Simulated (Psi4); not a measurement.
Two rigid molecules brought together: C3H6O ··· H2Se (SMILES CC(C)=O and [SeH2]). Monomers: optimised at B3LYP-D3(BJ) (def2-TZVP), held rigid. Orientation: lowest of the rigid-body minima from ten starts at GFN2-xTB. R is the distance of the centres of mass, along which the second monomer moves.

Computed with Psi4 with SAPT0/jun-cc-pVDZ, frozen core.

Components in kJ/mol:

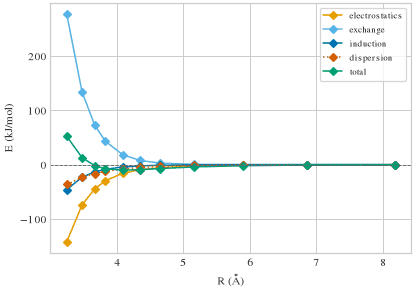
*Components of the interaction energy.*

```csv
R / Å,electrostatics,exchange,induction,dispersion,total
3.25,-142.05,276.62,-46.05,-36.59,51.92
3.48,-74.21,133.59,-23.20,-23.41,12.77
3.67,-44.58,72.48,-13.43,-16.44,-1.98
3.83,-29.68,43.02,-8.64,-12.35,-7.65
4.09,-16.10,18.19,-4.38,-7.93,-10.22
4.35,-9.37,7.58,-2.33,-5.23,-9.35
4.65,-5.51,2.73,-1.21,-3.32,-7.31
5.16,-2.69,0.48,-0.47,-1.63,-4.31
5.89,-1.21,0.04,-0.17,-0.66,-2.00
6.85,-0.52,0.00,-0.06,-0.25,-0.82
8.17,-0.18,0.00,-0.02,-0.08,-0.28
```
